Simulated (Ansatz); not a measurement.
**B₃PH₁₀: one molecule under many settings**

Aim: run B₃PH₁₀ under a spread of inputs, and see what each costs and gives.

The runs use Ansatz 0.2.0, Gaussian basis; the settings change from run to run.

**1. The relaxed structure**

The structure was relaxed beforehand with B3LYP-D4/def2-SVP.

14 atoms, charge 0, spin multiplicity 1.

Atoms are counted from 1 here; the program's logs count them from 0.

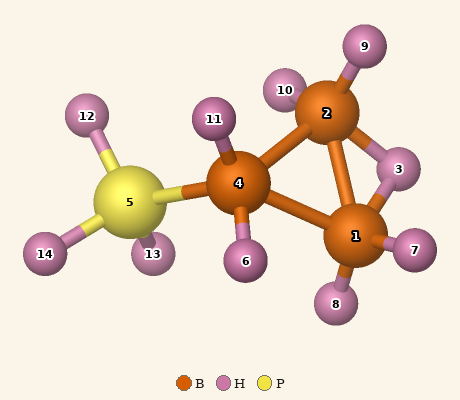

The structure; boron orange, hydrogen pink, phosphorus yellow; atoms are numbered from 1 in the order of the file.

**2. BHLYP/6-31G**

Options: finite nuclei.

in.yaml reads:

```yaml
crystal:
  periodic: [false, false, false]
  atoms:
    - {symbol: B, position_ang: [1.406686, 0.521708, -0.232723]}
    - {symbol: B, position_ang: [-0.124735, 0.997746, -0.956479]}
    - {symbol: H, position_ang: [1.060517, 0.886668, -1.491043]}
    - {symbol: B, position_ang: [-0.132787, 0.350612, 0.774450]}
    - {symbol: P, position_ang: [-0.987729, -1.382107, 0.546832]}
    - {symbol: H, position_ang: [0.757900, 0.168473, 1.585000]}
    - {symbol: H, position_ang: [2.141593, 1.389231, 0.168504]}
    - {symbol: H, position_ang: [1.873922, -0.585416, -0.387434]}
    - {symbol: H, position_ang: [-0.423116, 2.164620, -1.004824]}
    - {symbol: H, position_ang: [-0.797018, 0.233536, -1.626478]}
    - {symbol: H, position_ang: [-0.954950, 1.097004, 1.253851]}
    - {symbol: H, position_ang: [-2.291161, -1.358612, 0.004101]}
    - {symbol: H, position_ang: [-0.334686, -2.284975, -0.321764]}
    - {symbol: H, position_ang: [-1.194434, -2.198478, 1.688005]}
basis:
  gaussian: {orbitals: 6-31G, nuclear_model: gaussian}
hamiltonian: {xc: {name: BHLYP}}
scf: {omitted_lower_state_checks: [starts]}
output: {forces: true}
```

On the command line:

```bash
> ansatz run in.yaml --threads 4 --pin off --events-out ev --progress --plain --max-ram 3916MiB
```

What it wrote, shortened:

```text
Functional definition: BHLYP
  name "BHLYP"
  cite "Becke, J. Chem. Phys. 98, 1372 (1993) doi:10.1063/1.464304"
  cite "Becke, Phys. Rev. A 38, 3098 (1988) doi:10.1103/PhysRevA.38.3098"
  cite "Lee, Yang & Parr, Phys. Rev. B 37, 785 (1988) doi:10.1103/PhysRevB.37.785"
[...]
838 factors; integrals over basis functions are off by at most 2.2e-4 eV
[...]
mean field -11475.31198819 eV, -421.7099373203 hartree, gradient 4.6e-5 eV, S^2 0.000000; 0 other end points of the search recorded, 0 dependent functions left out
[...]
reference -11475.31217605 eV, -421.7099442238 hartree; 20, 20 occupied and 40, 40 virtual orbitals, 838 factors
Total energy: -11475.31217605 eV, -421.7099442238 hartree
Atom 0 at     1.406686     0.521708    -0.232723 Å, force     0.485459    -0.000194    -0.162779 eV/Å
Atom 1 at    -0.124735     0.997746    -0.956479 Å, force    -0.156754     0.275305    -0.378220 eV/Å
Atom 2 at     1.060517     0.886668    -1.491043 Å, force    -0.150922    -0.005624     0.253060 eV/Å
Atom 3 at    -0.132787     0.350612     0.774450 Å, force     0.300882     0.645275     0.460025 eV/Å
Atom 4 at    -0.987729    -1.382107     0.546832 Å, force    -0.425006    -0.813851     0.078335 eV/Å
Atom 5 at     0.757900     0.168473     1.585000 Å, force    -0.384962     0.105194    -0.214596 eV/Å
Atom 6 at     2.141593     1.389231     0.168504 Å, force    -0.319824    -0.378896    -0.154584 eV/Å
Atom 7 at     1.873922    -0.585416    -0.387434 Å, force    -0.188322     0.458629     0.081603 eV/Å
Atom 8 at    -0.423116     2.164620    -1.004824 Å, force     0.128369    -0.490823     0.008650 eV/Å
Atom 9 at    -0.797018     0.233536    -1.626478 Å, force     0.261149     0.347797     0.237948 eV/Å
Atom 10 at    -0.954950     1.097004     1.253851 Å, force     0.362308    -0.296799    -0.211168 eV/Å
Atom 11 at    -2.291161    -1.358612     0.004101 Å, force     0.036584     0.047870    -0.006530 eV/Å
Atom 12 at    -0.334686    -2.284975    -0.321764 Å, force     0.016209     0.054928     0.005806 eV/Å
Atom 13 at    -1.194434    -2.198478     1.688005 Å, force     0.034831     0.051190     0.002449 eV/Å
Dipole moment:    -0.545917    -0.975082     0.239046 e Å
Checks for a lower state left out: starts
```

It took 0.9 s on 4 threads of Arm Neoverse V2, shared host.

Largest force 0.921 eV/Å, dipole 5.49 D.

**3. PBE0/cc-pVDZ**

Options: charge +1, multiplicity 2, D3(BJ) with three-body dispersion, relativity set to scalar, the search for lower states set to off.

Edit in.yaml of step 2 so:

```diff
@@ -18,5 +18,6 @@
 basis:
-  gaussian: {orbitals: 6-31G, nuclear_model: gaussian}
-hamiltonian: {xc: {name: BHLYP}}
-scf: {omitted_lower_state_checks: [starts]}
-output: {forces: true}
+  gaussian: {orbitals: cc-pVDZ}
+total_charge: 1
+magnetization: {spin_polarized: true, initial_magnetization: 1}
+hamiltonian: {xc: {name: PBE0}, dispersion: d3bjatm, pseudopotentials: {relativity: scalar}}
+scf: {lower_state_search: off}
```

The command is unchanged.

What it wrote, shortened:

```text
Functional definition: PBE0
  name "PBE0"
  cite "Adamo & Barone, J. Chem. Phys. 110, 6158 (1999) doi:10.1063/1.478522"
  cite "Perdew, Burke & Ernzerhof, Phys. Rev. Lett. 77, 3865 (1996) doi:10.1103/PhysRevLett.77.3865"
  parent pbe
[...]
1346 factors; their error is unknown
[...]
mean field -11483.12488356 eV, -421.9970559293 hartree, gradient 1.1e-6 eV, S^2 0.755986; 0 other end points of the search recorded, 0 dependent functions left out
reference -11483.12491245 eV, -421.9970569909 hartree; 20, 19 occupied and 90, 91 virtual orbitals, 1346 factors
Total energy: -11483.40449950 eV, -422.0073316256 hartree
Relativity: scalar
Checks for a lower state left out: stability, starts, cluster_reference, orbital_swaps, neighbouring_geometries, increment
```

Wall time 1.9 s (4 threads of Arm Neoverse V2, shared host).

⟨S²⟩ 0.756.

**4. BLYP/6-31G**

Set apart from the defaults: atoms shaken by 0.08 Å, density fitting with cc-pVTZ-jkfit, a grid of angular degree 23, D3(BJ) dispersion, high accuracy, the search for lower states set to full.

in.yaml reads:

```yaml
crystal:
  periodic: [false, false, false]
  atoms:
    - {symbol: B, position_ang: [1.393781, 0.453062, -0.269259]}
    - {symbol: B, position_ang: [-0.086043, 0.948592, -0.905166]}
    - {symbol: H, position_ang: [1.132306, 0.880364, -1.551508]}
    - {symbol: B, position_ang: [-0.217706, 0.362441, 0.831220]}
    - {symbol: P, position_ang: [-0.976797, -1.414694, 0.480997]}
    - {symbol: H, position_ang: [0.730644, -0.056991, 1.495300]}
    - {symbol: H, position_ang: [2.142668, 1.399655, 0.028351]}
    - {symbol: H, position_ang: [1.895931, -0.627136, -0.309525]}
    - {symbol: H, position_ang: [-0.452429, 2.163742, -0.967019]}
    - {symbol: H, position_ang: [-0.959880, 0.098153, -1.628370]}
    - {symbol: H, position_ang: [-1.005859, 1.056459, 1.280483]}
    - {symbol: H, position_ang: [-2.274075, -1.275633, -0.034854]}
    - {symbol: H, position_ang: [-0.156654, -2.180458, -0.426859]}
    - {symbol: H, position_ang: [-1.191733, -2.272979, 1.649431]}
basis:
  gaussian: {orbitals: 6-31G, fitting: {mean_field: cc-pVTZ-jkfit}, final_grid: {core_spheres: 8, valence_spheres: 7, degree: 23}}
hamiltonian: {xc: {name: BLYP}, dispersion: d3bj}
accuracy: high
scf: {lower_state_search: full}
```

The command is unchanged.

What it wrote:

```text
Functional definition: BLYP
  name "BLYP"
  cite "Becke, Phys. Rev. A 38, 3098 (1988) doi:10.1103/PhysRevA.38.3098"
  cite "Lee, Yang & Parr, Phys. Rev. B 37, 785 (1988) doi:10.1103/PhysRevB.37.785"
  parameter beta = 0.0042
  parameter a = 0.04918
  parameter b = 0.132
  parameter c = 0.2533
  parameter d = 0.349
  exchange = b88_x(beta = beta)
  correlation = lyp_c(a = a, b = b, c = c, d = d)
658 factors; integrals over basis functions are off by at most 9.3e-4 eV
mean field evaluation 1: about -11469.1312 eV, gradient 3.7e1 eV
mean field evaluation 2: about -11469.1305 eV, gradient 3.7e1 eV
mean field evaluation 4: about -11474.0369 eV, gradient 3.6e0 eV
mean field evaluation 8: about -11474.0896 eV, gradient 6.1e-2 eV
mean field evaluation 16: about -11474.0896 eV, gradient 2.0e-6 eV
mean field -11474.08959906 eV, -421.6650153481 hartree, gradient 8.3e-8 eV, S^2 0.000000; 0 other end points of the search recorded, 0 dependent functions left out
reference -11474.08964821 eV, -421.6650171542 hartree; 20, 20 occupied and 40, 40 virtual orbitals, 658 factors
Total energy: -11474.79148707 eV, -421.6908092568 hartree
```

Run time: 0.3 s. Hardware: 4 threads of Arm Neoverse V2, shared host.

**5. r2SCAN50/6-31++G****

Set apart from the defaults: atoms shaken by 0.08 Å, density fitting with def2-universal-jkfit.

in.yaml reads:

```yaml
crystal:
  periodic: [false, false, false]
  atoms:
    - {symbol: B, position_ang: [1.438196, 0.638840, -0.307077]}
    - {symbol: B, position_ang: [-0.084930, 0.966501, -0.880302]}
    - {symbol: H, position_ang: [0.967541, 0.881892, -1.635450]}
    - {symbol: B, position_ang: [-0.132978, 0.385014, 0.895327]}
    - {symbol: P, position_ang: [-0.991683, -1.417210, 0.598000]}
    - {symbol: H, position_ang: [0.743316, 0.170271, 1.563121]}
    - {symbol: H, position_ang: [2.297419, 1.295452, 0.286870]}
    - {symbol: H, position_ang: [1.864816, -0.587666, -0.436731]}
    - {symbol: H, position_ang: [-0.377674, 2.252983, -1.036318]}
    - {symbol: H, position_ang: [-0.779175, 0.188681, -1.653173]}
    - {symbol: H, position_ang: [-0.848913, 1.116713, 1.339035]}
    - {symbol: H, position_ang: [-2.186415, -1.388262, -0.050210]}
    - {symbol: H, position_ang: [-0.383139, -2.264388, -0.348700]}
    - {symbol: H, position_ang: [-1.255577, -2.174692, 1.670795]}
basis:
  gaussian: {orbitals: "6-31++G**", fitting: {mean_field: def2-universal-jkfit}}
hamiltonian: {xc: {name: r2SCAN50}}
scf: {omitted_lower_state_checks: [starts]}
output: {forces: true}
```

Launched as before.

What it wrote, shortened:

```text
Functional definition: r2SCAN50
  name "r2SCAN50"
  cite "Bursch, Neugebauer, Ehlert & Grimme, J. Chem. Phys. 156, 134105 (2022) doi:10.1063/5.0086040"
  cite "Furness, Kaplan, Ning, Perdew & Sun, J. Phys. Chem. Lett. 11, 8208 (2020) doi:10.1021/acs.jpclett.0c02405"
  cite "Furness, Kaplan, Ning, Perdew & Sun, J. Phys. Chem. Lett. 11, 9248 (2020) doi:10.1021/acs.jpclett.0c03077"
  parent r2scan
[...]
533 factors; integrals over basis functions are off by at most 3.2e-1 eV
[...]
mean field -11475.85755146 eV, -421.7299864007 hartree, gradient 4.7e-6 eV, S^2 0.000000; 0 other end points of the search recorded, 0 dependent functions left out
[...]
reference -11475.85757676 eV, -421.7299873302 hartree; 20, 20 occupied and 120, 120 virtual orbitals, 533 factors
Total energy: -11475.85757676 eV, -421.7299873302 hartree
[...]
Atom 5 at     0.743316     0.170271     1.563121 Å, force     1.703565    -0.441601     1.322256 eV/Å
Atom 6 at     2.297419     1.295452     0.286870 Å, force    -1.012194     0.128506    -1.005695 eV/Å
Atom 7 at     1.864816    -0.587666    -0.436731 Å, force    -0.601788     1.679154     0.071464 eV/Å
Atom 8 at    -0.377674     2.252983    -1.036318 Å, force     0.187331    -2.283271     0.469207 eV/Å
Atom 9 at    -0.779175     0.188681    -1.653173 Å, force     0.799477     0.953040     1.258468 eV/Å
Atom 10 at    -0.848913     1.116713     1.339035 Å, force    -1.635262     1.295910     0.785856 eV/Å
Atom 11 at    -2.186415    -1.388262    -0.050210 Å, force    -1.026051     0.213114    -0.093156 eV/Å
Atom 12 at    -0.383139    -2.264388    -0.348700 Å, force     0.274498     0.125460     0.607464 eV/Å
Atom 13 at    -1.255577    -2.174692     1.670795 Å, force    -0.236684    -1.101679     1.160447 eV/Å
Dipole moment:    -0.525327    -0.973203     0.272689 e Å
Checks for a lower state left out: starts
```

It took 2.2 s on 4 threads of Arm Neoverse V2, shared host.

Largest force 3.727 eV/Å, dipole 5.47 D.

**6. The runs in one table**

```csv
level,charge,multiplicity,geometry,functions,energy (eV),time
BHLYP/6-31G,0,1,relaxed,60,-11475.312,0.9 s
PBE0/cc-pVDZ,1,2,relaxed,110,-11483.404,1.9 s
BLYP/6-31G,0,1,shaken,60,-11474.791,0.3 s
r2SCAN50/6-31++G**,0,1,shaken,140,-11475.858,2.2 s
```

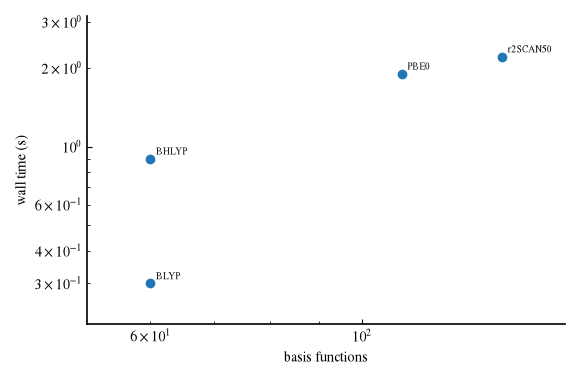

Wall time against the number of basis functions (shared host).

**7. Results**

| quantity | value |
| --- | --- |
| runs | 4 |
| quickest | BLYP/6-31G, 0.3 s |
| slowest | r2SCAN50/6-31++G**, 2.2 s |

What this shows: The runs differ in state or geometry as well as level, so their energies can't be set against each other. r2SCAN50/6-31++G** took 7 times as long as BLYP/6-31G. The jobs differ in tasks and options as well as level. At the B3LYP-D4/def2-SVP geometry and in the same state, the sound runs without point charges leave forces up to 0.92 eV/Å (BHLYP/6-31G), against 3.7 eV/Å where the atoms were moved.
